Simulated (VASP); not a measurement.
Band structure of ZrIr (space group P4/mmm). All values below come from PBEsol GGA, VASP's PBE PAW potentials (set 64) (plane waves; VASP).

Unless said otherwise, spin-orbit coupling is left out, though it shifts the bands of the heavy elements here.

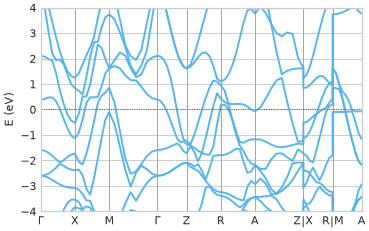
Figure. Bands along high-symmetry lines, zero at the valence-band maximum or, without a gap, the Fermi level

Read the plot: is there a gap, and where are the band edges?

It has no gap at this level: it comes out as a metal or semimetal. (Edges off the drawn lines would not show.)

The structure comes from a computed database's ZrIr entry (P4/mmm); how it stands against other phases isn't given here. It was relaxed first. The electron count is odd and the run is not spin-polarised, which forces a metal.
